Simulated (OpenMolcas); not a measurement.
# doublet [BF2]2+ at 6 levels

Aim: a comparison of 6 runs (U-revPBE/cc-pVTZ, UB3LYP/cc-pVTZ, UBHLYP/cc-pVTZ, UBLYP/cc-pVTZ, UPBE/cc-pVTZ, ROMP2/cc-pVTZ) of doublet [BF2]2+. 

The calculation is run with OpenMolcas 26.06.

3 further runs of the same task are left out: 2 that didn't finish, 1 set aside as unsound or not needed.

**1. Starting point**

[BF2]2+: 3 atoms, total charge +2, spin state doublet. SMILES of the parent species: `F[B+]F`. Geometry: relaxed at PBE0-D4/def2-TZVP. That shape belongs to the parent species and isn't relaxed for this state.

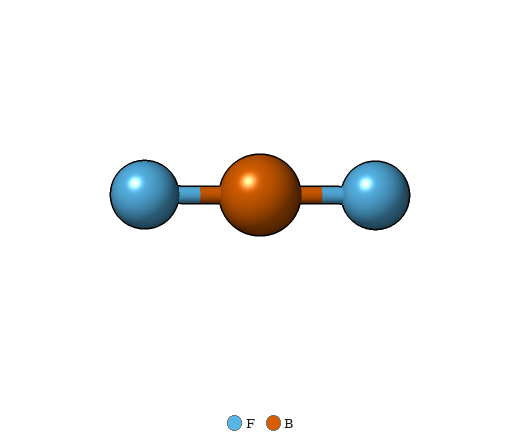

The structure, seen from a chosen angle (fluorine blue, boron orange).

**2. A single-point energy at U-revPBE/cc-pVTZ (run 1)**

Input file calc.inp:

```
&GATEWAY
  BasLib
  $CurrDir
  Coord
  3
  angstrom
  F        0.329710       1.140520       0.307700
  B        0.000000       0.000000       0.000000
  F       -0.329720      -1.140520      -0.307700
  Basis
  cc-pVTZ
  Group
  NoSym

&SEWARD
  GridInput
  Grid=UltraFine
  End of Grid

&SCF
  UHF
  Charge
  2
  Spin
  2
  KSDFT
  revPBE
  Thresholds
  1e-10 1e-07 1e-07 1e-05
  PrOrbitals
  1 2
```

The basis set cc-pVTZ is read from a file made from the Basis Set Exchange's data (not shown).

Launch:

```
$ export MOLCAS_MEM=1860
$ pymolcas calc.inp > calc.log
```

What it wrote:

```text
--- Start Module: gateway ---
[...]
--- Stop Module: gateway /rc=_RC_ALL_IS_WELL_ ---
--- Start Module: seward ---
[...]
      Basis functions           90
--- Stop Module: seward /rc=_RC_ALL_IS_WELL_ ---
[...]
--- Start Module: scf ---
[...]
       Convergence after  31 Iterations
[...]
::    Total KS-DFT energy                            -223.3273770575
[...]
      Total spin, S                                     0.5031900337
[...]
      Total electronic charge=   21.000000
      Total            charge=    2.000000
[...]
      Dipole Moment (debye):
      Origin of the operator (angstrom)=   -0.0000    0.0000    0.0000
                   X=  2.3175E-05               Y= -1.6724E-05               Z= -4.7362E-06           Total=  2.8969E-05
      Center of Charge (angstrom)
[...]
--- Stop Module: scf /rc=_RC_ALL_IS_WELL_ ---
[...]
```

Run time: 51 s. Hardware: 1 thread of Intel Xeon Platinum 8259CL at 2.50GHz (Skylake/Cascade Lake), shared host; peak memory 0.49 GiB.

**3. A single-point energy at UB3LYP/cc-pVTZ (run 2)**

Input file calc.inp:

```
&GATEWAY
BasLib = $CurrDir
BasisSet
F.cc-pVTZ....
F1 0.329710 1.140520 0.307700 angstrom
F3 -0.329720 -1.140520 -0.307700 angstrom
End of Basis
BasisSet
B.cc-pVTZ....
B2 0.000000 0.000000 0.000000 angstrom
End of Basis
&SEWARD
GridInput
Grid=UltraFine
End of Grid
&SCF
UHF
Charge = 2
Spin = 2
KSDFT = B3LYP
Thresholds = 1e-10 1e-07 1e-07 1e-05
PrOrbitals = 1 2
```

The basis set cc-pVTZ is read from a file made from the Basis Set Exchange's data (not shown).

Launch:

```
$ export MOLCAS_MEM=1860
$ pymolcas calc.inp > calc.log
```

What it wrote:

```text
--- Start Module: gateway ---
[...]
--- Stop Module: gateway /rc=_RC_ALL_IS_WELL_ ---
--- Start Module: seward ---
[...]
      Basis functions           90
--- Stop Module: seward /rc=_RC_ALL_IS_WELL_ ---
[...]
--- Start Module: scf ---
[...]
       Convergence after  24 Iterations
[...]
::    Total KS-DFT energy                            -223.3828680206
[...]
      Total spin, S                                     0.5081866975
[...]
      Total electronic charge=   21.000000
      Total            charge=    2.000000
[...]
      Dipole Moment (debye):
      Origin of the operator (angstrom)=   -0.0000    0.0000    0.0000
                   X=  2.0917E-05               Y= -2.7156E-05               Z= -7.4908E-06           Total=  3.5087E-05
      Center of Charge (angstrom)
[...]
--- Stop Module: scf /rc=_RC_ALL_IS_WELL_ ---
[...]
```

Wall time 42 s (1 thread of Intel Xeon Platinum 8259CL at 2.50GHz (Skylake/Cascade Lake), shared host); peak memory 0.49 GiB.

Runs 3 to 5 aren't shown in full; the table further down has their settings and results.

**4. The energy at ROMP2/cc-pVTZ (run 6)**

Input file test.inp:

```
&GATEWAY
 BasLib = $CurrDir
 Coord
 3
 angstrom
 F        0.329710       1.140520       0.307700
 B        0.000000       0.000000       0.000000
 F       -0.329720      -1.140520      -0.307700
 Basis = cc-pVTZ
 Group = NoSym

&SEWARD

&SCF
 UHF
 Charge = 2
 Spin = 2
 Thresholds = 1e-10 1e-07 1e-07 1e-05
 PrOrbitals = 1

&RASSCF
 FileOrb = $Project.UnaOrb
 Spin = 2
 Nactel = 1 0 0
 Inactive = 10
 Ras2 = 1
 OutOrbitals = Canonical
 OrbListing = Nothing

&CASPT2
 IPEA = 0.0
 Frozen = 3
```

The basis set cc-pVTZ is read from a file made from the Basis Set Exchange's data (not shown).

Launch:

```
$ export MOLCAS_MEM=1860
$ pymolcas test.inp > test.log
```

What it wrote:

```text
--- Start Module: gateway ---
[...]
--- Stop Module: gateway /rc=_RC_ALL_IS_WELL_ ---
[...]
      Basis functions           90
[...]
       Convergence after  28 Iterations
[...]
::    Total SCF energy                               -222.4464629562
[...]
      Total spin, S                                     0.5701404836
[...]
--- Start Module: rasscf ---
[...]
      Number of active orbitals                  1
[...]
      Spin quantum number                      0.5
[...]
      Active orbitals                            1
[...]
      Number of CSFs                             1
[...]
      Number of root(s) required                 1
[...]
      Convergence after  9 iterations
[...]
      printout of CI-coefficients larger than  0.05 for root  1
      energy=    -222.412848
      conf/sym  1     Coeff  Weight
             1  u   1.00000 1.00000
      Natural orbitals and occupation numbers for root  1
      sym 1:   1.000000
      ************************************************************************************************************************
      *                                                    Final results                                                     *
[...]
::    RASSCF root number  1 Total energy:   -222.41284811
[...]
      Total electronic charge=   21.000000
      Total            charge=    2.000000
[...]
      Dipole Moment (debye):
      Origin of the operator (angstrom)=   -0.0000    0.0000    0.0000
                   X=  4.5920E-04               Y=  1.4769E-03               Z=  3.9839E-04           Total=  1.5971E-03
      Center of Charge (angstrom)
[...]
--- Stop Module: rasscf /rc=_RC_ALL_IS_WELL_ ---
[...]
--- Start Module: caspt2 ---
[...]
      E2 (Variational):          -0.6014419188
      Total energy:            -223.0142900300
[...]
      Reference weight:           0.85922
[...]
::    CASPT2 Root  1     Total energy:   -223.01429003
[...]
```

Run time: 22 s. Hardware: 1 thread of Intel Xeon Platinum 8259CL at 2.50GHz (Skylake/Cascade Lake), shared host; peak memory 0.49 GiB.

**5. Overview of the runs**

| run | level | integration grid | frozen core orbitals | energy (Eh) | HOMO energy (eV) | LUMO energy (eV) | ⟨S²⟩ | wall time |
| --- | --- | --- | --- | --- | --- | --- | --- | --- |
| 1 | U-revPBE/cc-pVTZ | UltraFine | – | -223.327377 | -31.08 | -30.70 | 0.756 | 51 s |
| 2 | UB3LYP/cc-pVTZ | UltraFine | – | -223.382868 | -32.87 | -29.97 | 0.766 | 42 s |
| 3 | UBHLYP/cc-pVTZ | UltraFine | – | -223.288543 | -33.42 | -28.15 | 0.795 | 45 s |
| 4 | UBLYP/cc-pVTZ | UltraFine | – | -223.387098 | -31.11 | -30.74 | 0.756 | 53 s |
| 5 | UPBE/cc-pVTZ | UltraFine | – | -223.170804 | -31.16 | -30.83 | 0.756 | 55 s |
| 6 | ROMP2/cc-pVTZ | – | 3 | -223.014290 | – | – | – | 22 s |

**6. What came out**

| quantity | value |
| --- | --- |
| run 6: total energy | -223.01429 Eh |

**Reading.** Totals of different functionals can't be ranked against each other. All runs together took 4.5 min, the longest 55 s.
